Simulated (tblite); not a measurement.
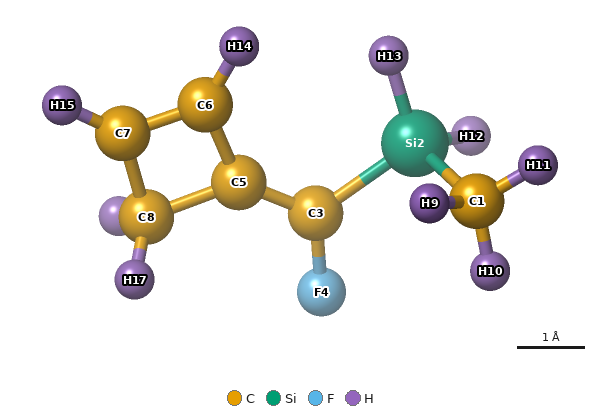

Figure 1. The input geometry (ball-and-stick view, seen at a tilt; atoms are numbered from 1 in the order of the input). Bond lengths as drawn: C–C 1.31 to 1.51 Å, C–F 1.36 Å, C–H 1.08 to 1.12 Å, C–Si 1.85 to 1.88 Å and H–Si 1.44 to 1.47 Å.

## C₆H₉FSi: geometry relaxation (part 1 of 4)

The run: geometry relaxation of C₆H₉FSi. Method and program: GFN2-xTB geometry optimisation, gas phase (tblite 0.8.0).

It belongs to a series of runs on one base structure; here: C replaced by Si.

## Log
```
step      E/eV     max force
  0    -647.44401    2.424
  1    -647.54183    2.033
  2    -647.60998    0.599
  3    -647.64393    0.509
  4    -647.67423    0.501
  5    -647.69313    0.397
  6    -647.70930    0.298
  7    -647.72052    0.314
  8    -647.72760    0.259
  9    -647.73437    0.237
 10    -647.74164    0.221
 11    -647.74907    0.229
 12    -647.75521    0.235
 13    -647.75938    0.204
 14    -647.76227    0.143
 15    -647.76495    0.156
 16    -647.76768    0.164
 17    -647.77013    0.163
 18    -647.77218    0.134
 19    -647.77400    0.117
 20    -647.77598    0.136
 21    -647.77833    0.140
 22    -647.78059    0.165
 23    -647.78215    0.115
 24    -647.78306    0.077
 25    -647.78378    0.076
 26    -647.78448    0.064
 27    -647.78518    0.066
 28    -647.78582    0.072
 29    -647.78641    0.055
 30    -647.78696    0.054
 31    -647.78752    0.049
 32    -647.78812    0.087
 33    -647.78878    0.100
 34    -647.78941    0.076
 35    -647.78986    0.044
 36    -647.79013    0.033
 37    -647.79030    0.030
 38    -647.79043    0.029
 39    -647.79053    0.028
 40    -647.79064    0.028
 41    -647.79076    0.027
 42    -647.79091    0.037
 43    -647.79103    0.030
 44    -647.79111    0.027
 45    -647.79118    0.022
 46    -647.79126    0.028
 47    -647.79136    0.033
 48    -647.79147    0.025
 49    -647.79156    0.028
 50    -647.79165    0.022
 51    -647.79172    0.027
 52    -647.79178    0.021
 53    -647.79183    0.013
 54    -647.79187    0.014
 55    -647.79191    0.017
 56    -647.79196    0.018
 57    -647.79200    0.019
 58    -647.79204    0.017
 59    -647.79210    0.020
 60    -647.79217    0.026
 61    -647.79223    0.018
 62    -647.79227    0.013
 63    -647.79230    0.016
 64    -647.79236    0.025
 65    -647.79243    0.029
 66    -647.79250    0.020
 67    -647.79255    0.020
 68    -647.79260    0.020
 69    -647.79268    0.031
 70    -647.79278    0.035
 71    -647.79289    0.023
 72    -647.79298    0.022
 73    -647.79303    0.019
 74    -647.79307    0.023
 75    -647.79310    0.017
 76    -647.79312    0.014
 77    -647.79314    0.012
 78    -647.79315    0.009
```

## Trajectory as extended XYZ (Å, eV, eV/Å), 48 of the 79 frames kept, from step=0 to step=78
```
17
Properties=species:S:1:pos:R:3:forces:R:3 step=0 energy=-647.44401
C     2.7593    0.5251    0.1030   -0.1340   0.4660   0.1730
Si    1.5794   -0.9293    0.2620    1.1620  -0.7030   0.4660
C     0.0407   -0.2171    1.0063   -0.3250  -0.2280  -0.5590
F    -0.0208    0.1146    2.3187   -0.1380   0.0330  -0.0670
C    -0.9878   -0.0401    0.1870    0.3830   0.0890  -0.0060
C    -1.3158   -0.2449   -1.2313    2.2440  -0.8680  -0.2920
C    -2.5343    0.2247   -1.1034   -1.3810   0.5520  -0.3320
C    -2.3554    0.4985    0.3683   -1.9980   0.0990   0.6540
H     2.2399    1.2527   -0.5473    0.6870  -0.1700   0.1970
H     2.8841    1.0034    1.0959    0.2430  -0.2450  -0.7250
H     3.7205    0.2048   -0.3206   -0.3890   0.4970   0.2330
H     2.1550   -1.9859    1.1131   -0.1090   0.0730  -0.0220
H     1.2968   -1.4694   -1.0454   -0.1370  -0.2030  -0.3310
H    -0.7238   -0.6403   -2.0532   -0.2620   0.1110   0.2520
H    -3.3387    0.3514   -1.8171    0.0660   0.0620   0.3560
H    -2.9762   -0.1929    0.9931    0.2340   0.9140  -0.1550
H    -2.4300    1.5566    0.6610   -0.1440  -0.4780   0.1580
17
Properties=species:S:1:pos:R:3:forces:R:3 step=2 energy=-647.60998
C     2.7561    0.5347    0.1065   -0.0230  -0.1510  -0.0490
Si    1.6092   -0.9469    0.2729    0.2730  -0.1430  -0.0730
C     0.0392   -0.2254    0.9956   -0.0640  -0.2220  -0.3500
F    -0.0248    0.1149    2.3147   -0.0980  -0.0560  -0.2700
C    -0.9906   -0.0349    0.1812   -0.1430   0.1690   0.4250
C    -1.2882   -0.2531   -1.2262   -0.2680   0.1480   0.0210
C    -2.5391    0.2284   -1.1078    0.2500  -0.1320  -0.1700
C    -2.3988    0.4994    0.3757    0.1230   0.0430  -0.5090
H     2.2587    1.2497   -0.5431    0.3150   0.1450  -0.0760
H     2.8918    0.9982    1.0780    0.2560   0.0850  -0.0680
H     3.7101    0.2195   -0.3140   -0.0800   0.3690   0.0980
H     2.1532   -1.9861    1.1145    0.1290  -0.2920   0.2760
H     1.2936   -1.4750   -1.0534    0.0030  -0.0960   0.0030
H    -0.7253   -0.6406   -2.0526    0.0670  -0.0280   0.0230
H    -3.3425    0.3542   -1.8116   -0.0350   0.0520   0.1420
H    -2.9743   -0.1704    0.9929   -0.4350   0.1760   0.3730
H    -2.4354    1.5453    0.6667   -0.2690  -0.0670   0.2040
17
Properties=species:S:1:pos:R:3:forces:R:3 step=3 energy=-647.64393
C     2.7550    0.5337    0.1063   -0.0320  -0.0860  -0.0110
Si    1.6207   -0.9534    0.2737    0.0070  -0.0990  -0.1220
C     0.0385   -0.2316    0.9871    0.0790  -0.1850  -0.0940
F    -0.0276    0.1139    2.3085   -0.0340  -0.0950  -0.2870
C    -0.9952   -0.0303    0.1872   -0.1540   0.0590   0.0940
C    -1.2905   -0.2506   -1.2233    0.3440  -0.1270  -0.1890
C    -2.5321    0.2257   -1.1114   -0.4550   0.1070  -0.2020
C    -2.4050    0.5003    0.3668    0.0780  -0.0010  -0.0800
H     2.2687    1.2519   -0.5437    0.2010   0.1750  -0.1130
H     2.8983    0.9987    1.0729    0.2160   0.1170   0.0410
H     3.7063    0.2298   -0.3107    0.1320   0.2500  -0.0030
H     2.1554   -1.9919    1.1202    0.1450  -0.2970   0.2810
H     1.2929   -1.4780   -1.0549    0.0430  -0.0850   0.0590
H    -0.7238   -0.6416   -2.0527   -0.0090   0.0370   0.1600
H    -3.3445    0.3559   -1.8081    0.0550   0.0200   0.1420
H    -2.9824   -0.1623    1.0003   -0.3470   0.2190   0.1980
H    -2.4418    1.5417    0.6719   -0.2680  -0.0090   0.1270
17
Properties=species:S:1:pos:R:3:forces:R:3 step=5 energy=-647.69313
C     2.7523    0.5321    0.1065    0.1370   0.0970  -0.0080
Si    1.6411   -0.9726    0.2719   -0.2080  -0.0680   0.0420
C     0.0389   -0.2508    0.9680    0.0610  -0.0670   0.0650
F    -0.0327    0.1066    2.2848    0.0970  -0.1280  -0.0740
C    -1.0070   -0.0233    0.1936   -0.0300  -0.1830  -0.3230
C    -1.2856   -0.2484   -1.2216    0.0920  -0.0630  -0.1550
C    -2.5316    0.2234   -1.1230   -0.3510   0.1190   0.1410
C    -2.4206    0.5008    0.3559    0.0660  -0.0070   0.3140
H     2.2965    1.2639   -0.5499   -0.0060   0.1120  -0.0680
H     2.9202    1.0049    1.0652    0.0580   0.0900   0.1250
H     3.7091    0.2595   -0.3063    0.3150   0.0210  -0.1070
H     2.1655   -2.0149    1.1429    0.0600  -0.0760   0.0950
H     1.2944   -1.4885   -1.0554    0.0990  -0.1120   0.0570
H    -0.7191   -0.6427   -2.0472    0.0440   0.0360   0.1310
H    -3.3503    0.3606   -1.7997   -0.0600   0.0050  -0.0960
H    -3.0113   -0.1333    1.0183   -0.1870   0.1330  -0.0850
H    -2.4667    1.5347    0.6861   -0.1860   0.0910  -0.0530
17
Properties=species:S:1:pos:R:3:forces:R:3 step=7 energy=-647.72052
C     2.7606    0.5362    0.1055    0.1780   0.0570  -0.0230
Si    1.6430   -0.9861    0.2742    0.1540   0.0880   0.1200
C     0.0373   -0.2652    0.9558    0.0490  -0.0460   0.0140
F    -0.0297    0.0944    2.2680    0.0790  -0.1050   0.0730
C    -1.0104   -0.0314    0.1845   -0.1470  -0.0750  -0.1010
C    -1.2905   -0.2460   -1.2273   -0.3060   0.0640   0.0240
C    -2.5432    0.2260   -1.1203    0.0090   0.0090   0.1440
C    -2.4240    0.5011    0.3643   -0.0190   0.0140   0.0310
H     2.3122    1.2768   -0.5566    0.0010  -0.0590   0.0800
H     2.9359    1.0136    1.0676   -0.0310  -0.0160  -0.0380
H     3.7286    0.2780   -0.3096    0.0850  -0.0180  -0.0150
H     2.1746   -2.0318    1.1609   -0.0400   0.1220  -0.0690
H     1.3018   -1.5022   -1.0523    0.1030  -0.1320   0.0240
H    -0.7120   -0.6421   -2.0385    0.0310   0.0180  -0.0130
H    -3.3585    0.3639   -1.8013   -0.0670   0.0160  -0.0580
H    -3.0403   -0.1102    1.0244   -0.0640  -0.0100  -0.0900
H    -2.4920    1.5369    0.6907   -0.0150   0.0700  -0.1000
17
Properties=species:S:1:pos:R:3:forces:R:3 step=8 energy=-647.72760
C     2.7675    0.5387    0.1046    0.1220  -0.0050  -0.0150
Si    1.6456   -0.9872    0.2773    0.2220   0.1280   0.0350
C     0.0367   -0.2698    0.9524    0.0090  -0.0320  -0.0310
F    -0.0265    0.0883    2.2653    0.0510  -0.0980   0.0590
C    -1.0126   -0.0365    0.1803   -0.1260  -0.0110   0.0670
C    -1.2976   -0.2447   -1.2301   -0.2280   0.0290   0.0510
C    -2.5495    0.2279   -1.1162    0.0110  -0.0020   0.0310
C    -2.4246    0.5016    0.3688   -0.0740   0.0280  -0.0810
H     2.3157    1.2792   -0.5569    0.0190  -0.0840   0.0930
H     2.9392    1.0160    1.0683   -0.0210  -0.0260  -0.0650
H     3.7372    0.2820   -0.3114    0.0270  -0.0090   0.0120
H     2.1763   -2.0336    1.1643   -0.0400   0.1330  -0.0680
H     1.3066   -1.5091   -1.0504    0.1130  -0.1100   0.0610
H    -0.7096   -0.6411   -2.0356   -0.0370   0.0380  -0.0190
H    -3.3619    0.3650   -1.8033   -0.0530   0.0260   0.0030
H    -3.0500   -0.1044    1.0234   -0.0380  -0.0450  -0.0490
H    -2.4995    1.5397    0.6892    0.0430   0.0400  -0.0880
17
Properties=species:S:1:pos:R:3:forces:R:3 step=10 energy=-647.74164
C     2.7869    0.5426    0.1025   -0.0050  -0.0750   0.0150
Si    1.6624   -0.9819    0.2827    0.0490   0.1020  -0.1450
C     0.0352   -0.2802    0.9433   -0.0400   0.0150  -0.0590
F    -0.0175    0.0697    2.2621    0.0100  -0.0940  -0.0300
C    -1.0228   -0.0467    0.1779   -0.0370   0.0690   0.2070
C    -1.3181   -0.2434   -1.2328    0.1050  -0.0740   0.0810
C    -2.5653    0.2326   -1.1095   -0.0450  -0.0050  -0.1640
C    -2.4325    0.5044    0.3732   -0.1270   0.0130  -0.1340
H     2.3242    1.2794   -0.5525    0.0290  -0.0480   0.0230
H     2.9456    1.0195    1.0664    0.0490  -0.0020  -0.0100
H     3.7568    0.2896   -0.3144    0.0150   0.0010   0.0260
H     2.1781   -2.0297    1.1681    0.0110   0.0890   0.0080
H     1.3239   -1.5290   -1.0415    0.1370  -0.0440   0.1190
H    -0.7098   -0.6359   -2.0298   -0.1850   0.0710   0.0080
H    -3.3719    0.3692   -1.8057   -0.0580   0.0490   0.0740
H    -3.0713   -0.0952    1.0189   -0.0130  -0.0580   0.0230
H    -2.5110    1.5471    0.6810    0.1050  -0.0100  -0.0430
17
Properties=species:S:1:pos:R:3:forces:R:3 step=12 energy=-647.75521
C     2.8077    0.5431    0.1015   -0.0440  -0.0060   0.0300
Si    1.6825   -0.9707    0.2805   -0.2170  -0.0390  -0.0800
C     0.0329   -0.2901    0.9315   -0.0470   0.0620  -0.0080
F    -0.0070    0.0434    2.2572    0.0100  -0.0730  -0.0480
C    -1.0391   -0.0524    0.1850    0.0240   0.0490   0.0430
C    -1.3355   -0.2454   -1.2275    0.1690  -0.0420   0.0420
C    -2.5803    0.2360   -1.1115   -0.0190  -0.0140  -0.0970
C    -2.4505    0.5074    0.3698   -0.0480  -0.0330  -0.0020
H     2.3354    1.2760   -0.5463    0.0270   0.0290  -0.0770
H     2.9559    1.0226    1.0634    0.1010   0.0160   0.0680
H     3.7780    0.2974   -0.3155    0.0320  -0.0110   0.0190
H     2.1804   -2.0179    1.1721    0.0510   0.0670   0.0710
H     1.3519   -1.5534   -1.0253    0.1140  -0.0230   0.0070
H    -0.7223   -0.6262   -2.0247   -0.1550   0.0180  -0.0270
H    -3.3878    0.3774   -1.8043   -0.0550   0.0460   0.0380
H    -3.0938   -0.0890    1.0148   -0.0140  -0.0070   0.0270
H    -2.5154    1.5538    0.6692    0.0720  -0.0400  -0.0070
17
Properties=species:S:1:pos:R:3:forces:R:3 step=13 energy=-647.75938
C     2.8132    0.5429    0.1020   -0.0370   0.0260   0.0260
Si    1.6845   -0.9678    0.2778   -0.1960  -0.0560   0.0100
C     0.0314   -0.2918    0.9277   -0.0310   0.0580   0.0180
F    -0.0036    0.0333    2.2547    0.0130  -0.0520  -0.0050
C    -1.0448   -0.0524    0.1887    0.0070   0.0220  -0.0490
C    -1.3381   -0.2465   -1.2238    0.0580   0.0140  -0.0050
C    -2.5838    0.2361   -1.1146    0.0050  -0.0160   0.0010
C    -2.4576    0.5076    0.3675    0.0050  -0.0400   0.0430
H     2.3398    1.2753   -0.5460    0.0360   0.0390  -0.0790
H     2.9616    1.0237    1.0637    0.0920   0.0040   0.0580
H     3.7847    0.2996   -0.3150    0.0050  -0.0200   0.0250
H     2.1821   -2.0120    1.1748    0.0430   0.0790   0.0700
H     1.3636   -1.5617   -1.0200    0.0850  -0.0380  -0.0760
H    -0.7302   -0.6227   -2.0243   -0.0800  -0.0220  -0.0620
H    -3.3944    0.3812   -1.8028   -0.0280   0.0300   0.0150
H    -3.1010   -0.0876    1.0144   -0.0160   0.0140   0.0110
H    -2.5145    1.5548    0.6653    0.0390  -0.0400   0.0010
17
Properties=species:S:1:pos:R:3:forces:R:3 step=15 energy=-647.76495
C     2.8174    0.5436    0.1038   -0.0250   0.0210   0.0090
Si    1.6778   -0.9665    0.2755    0.0170  -0.0040   0.0520
C     0.0276   -0.2906    0.9239   -0.0040   0.0130   0.0250
F     0.0011    0.0185    2.2523   -0.0090  -0.0090   0.0650
C    -1.0512   -0.0513    0.1908   -0.0170  -0.0200  -0.0890
C    -1.3401   -0.2463   -1.2209   -0.1110   0.0690  -0.0850
C    -2.5878    0.2354   -1.1175    0.0010  -0.0040   0.0980
C    -2.4650    0.5057    0.3665    0.0470  -0.0170   0.0340
H     2.3475    1.2763   -0.5495    0.0600   0.0170  -0.0150
H     2.9734    1.0249    1.0667    0.0340  -0.0250  -0.0130
H     3.7921    0.3009   -0.3126   -0.0740  -0.0420   0.0410
H     2.1865   -1.9999    1.1822    0.0090   0.0930   0.0560
H     1.3825   -1.5742   -1.0188    0.0440  -0.0400  -0.1180
H    -0.7436   -0.6203   -2.0278    0.0190  -0.0550  -0.0860
H    -3.4032    0.3873   -1.7999    0.0250   0.0000   0.0050
H    -3.1107   -0.0853    1.0147   -0.0100   0.0200   0.0020
H    -2.5114    1.5538    0.6607   -0.0060  -0.0190   0.0170
17
Properties=species:S:1:pos:R:3:forces:R:3 step=17 energy=-647.77013
C     2.8198    0.5455    0.1063   -0.0150  -0.0170  -0.0100
Si    1.6718   -0.9652    0.2749    0.1520   0.0360  -0.0480
C     0.0226   -0.2886    0.9211    0.0220  -0.0500  -0.0100
F     0.0049    0.0025    2.2539   -0.0630   0.0200   0.0210
C    -1.0569   -0.0524    0.1878    0.0190  -0.0410  -0.0170
C    -1.3473   -0.2426   -1.2254   -0.0750   0.0260  -0.0680
C    -2.5952    0.2354   -1.1146   -0.0320   0.0160   0.0330
C    -2.4693    0.5028    0.3685    0.0270   0.0150  -0.0080
H     2.3598    1.2792   -0.5542    0.0520   0.0130   0.0440
H     2.9879    1.0247    1.0693   -0.0380  -0.0240  -0.0470
H     3.7949    0.2986   -0.3074   -0.0830  -0.0770   0.0240
H     2.1919   -1.9810    1.1946   -0.0120   0.0730   0.0560
H     1.4056   -1.5894   -1.0247    0.0300   0.0210  -0.0080
H    -0.7569   -0.6211   -2.0367    0.0090  -0.0180  -0.0360
H    -3.4102    0.3936   -1.7962    0.0160  -0.0100   0.0070
H    -3.1215   -0.0816    1.0154    0.0130   0.0030   0.0210
H    -2.5089    1.5517    0.6576   -0.0230   0.0120   0.0460
17
Properties=species:S:1:pos:R:3:forces:R:3 step=18 energy=-647.77218
C     2.8203    0.5461    0.1071   -0.0060  -0.0210  -0.0160
Si    1.6728   -0.9640    0.2738    0.1120   0.0290  -0.0680
C     0.0212   -0.2890    0.9199    0.0290  -0.0680  -0.0330
F     0.0049   -0.0035    2.2552   -0.0780   0.0190  -0.0360
C    -1.0587   -0.0541    0.1856    0.0370  -0.0370   0.0110
C    -1.3518   -0.2404   -1.2291   -0.0070  -0.0120  -0.0210
C    -2.5993    0.2360   -1.1123   -0.0300   0.0210  -0.0200
C    -2.4704    0.5019    0.3697    0.0140   0.0190  -0.0110
H     2.3661    1.2808   -0.5552    0.0330   0.0280   0.0420
H     2.9928    1.0239    1.0693   -0.0560  -0.0110  -0.0280
H     3.7940    0.2955   -0.3048   -0.0400  -0.0900   0.0000
H     2.1939   -1.9712    1.2012   -0.0100   0.0560   0.0570
H     1.4159   -1.5951   -1.0276    0.0290   0.0470   0.0420
H    -0.7620   -0.6221   -2.0413   -0.0220   0.0110  -0.0030
H    -3.4126    0.3958   -1.7946   -0.0140  -0.0040   0.0030
H    -3.1255   -0.0798    1.0160    0.0280  -0.0040   0.0270
H    -2.5084    1.5511    0.6575   -0.0190   0.0170   0.0530
17
Properties=species:S:1:pos:R:3:forces:R:3 step=20 energy=-647.77598
C     2.8212    0.5464    0.1074    0.0290   0.0090  -0.0210
Si    1.6798   -0.9607    0.2690   -0.0540  -0.0160   0.0030
C     0.0209   -0.2938    0.9159    0.0070  -0.0600  -0.0560
F    -0.0002   -0.0124    2.2544   -0.0630   0.0000  -0.1210
C    -1.0600   -0.0588    0.1814    0.0220  -0.0050   0.0010
C    -1.3599   -0.2375   -1.2355    0.0680  -0.0580   0.0580
C    -2.6065    0.2379   -1.1096    0.0100   0.0200  -0.0580
C    -2.4713    0.5013    0.3713    0.0070   0.0070   0.0080
H     2.3785    1.2855   -0.5545   -0.0060   0.0550   0.0010
H     2.9974    1.0220    1.0679   -0.0550   0.0100   0.0320
H     3.7904    0.2842   -0.3005    0.0600  -0.0800  -0.0410
H     2.1964   -1.9508    1.2157    0.0040   0.0250   0.0490
H     1.4348   -1.6015   -1.0305    0.0230   0.0540   0.0570
H    -0.7724   -0.6229   -2.0496   -0.0560   0.0410   0.0280
H    -3.4182    0.3995   -1.7920   -0.0540   0.0080  -0.0010
H    -3.1296   -0.0771    1.0186    0.0570  -0.0090   0.0170
H    -2.5085    1.5508    0.6607    0.0020  -0.0010   0.0440
17
Properties=species:S:1:pos:R:3:forces:R:3 step=22 energy=-647.78059
C     2.8253    0.5474    0.1061    0.0480   0.0270  -0.0170
Si    1.6863   -0.9570    0.2638   -0.1150  -0.0310   0.1140
C     0.0205   -0.3050    0.9061   -0.0540  -0.0130  -0.0390
F    -0.0114   -0.0250    2.2444   -0.0080  -0.0110  -0.0900
C    -1.0617   -0.0650    0.1757   -0.0440   0.0320  -0.0500
C    -1.3687   -0.2372   -1.2395   -0.0030  -0.0380   0.0340
C    -2.6142    0.2417   -1.1095    0.0330   0.0170  -0.0010
C    -2.4720    0.5010    0.3731    0.0060  -0.0040   0.0090
H     2.3954    1.2957   -0.5532   -0.0040   0.0300  -0.0320
H     2.9997    1.0199    1.0681   -0.0180   0.0020   0.0390
H     3.7901    0.2634   -0.2977    0.0810  -0.0040  -0.0360
H     2.2002   -1.9208    1.2390    0.0100  -0.0040   0.0240
H     1.4628   -1.6070   -1.0304   -0.0010   0.0200   0.0080
H    -0.7903   -0.6210   -2.0594   -0.0130   0.0200   0.0070
H    -3.4298    0.4053   -1.7882   -0.0230   0.0080   0.0190
H    -3.1310   -0.0745    1.0234    0.0740  -0.0220  -0.0060
H    -2.5081    1.5501    0.6681    0.0300  -0.0290   0.0160
17
Properties=species:S:1:pos:R:3:forces:R:3 step=23 energy=-647.78215
C     2.8282    0.5483    0.1051    0.0290   0.0080  -0.0080
Si    1.6861   -0.9561    0.2643   -0.0570  -0.0080   0.1000
C     0.0189   -0.3097    0.9011   -0.0640   0.0030  -0.0240
F    -0.0157   -0.0303    2.2383    0.0060  -0.0040  -0.0340
C    -1.0634   -0.0667    0.1729   -0.0530   0.0310  -0.0530
C    -1.3722   -0.2382   -1.2402   -0.0500  -0.0130  -0.0130
C    -2.6168    0.2437   -1.1097    0.0140   0.0150   0.0230
C    -2.4722    0.5009    0.3737    0.0020  -0.0010  -0.0040
H     2.4017    1.3003   -0.5535    0.0140  -0.0020  -0.0250
H     3.0003    1.0193    1.0692    0.0010  -0.0090   0.0110
H     3.7923    0.2556   -0.2976    0.0450   0.0360  -0.0130
H     2.2019   -1.9097    1.2485    0.0070  -0.0140   0.0180
H     1.4736   -1.6088   -1.0296   -0.0110   0.0100   0.0020
H    -0.7976   -0.6196   -2.0626    0.0150   0.0000  -0.0110
H    -3.4349    0.4078   -1.7862    0.0000   0.0060   0.0280
H    -3.1301   -0.0741    1.0251    0.0660  -0.0330  -0.0070
H    -2.5073    1.5494    0.6711    0.0360  -0.0250   0.0100
```
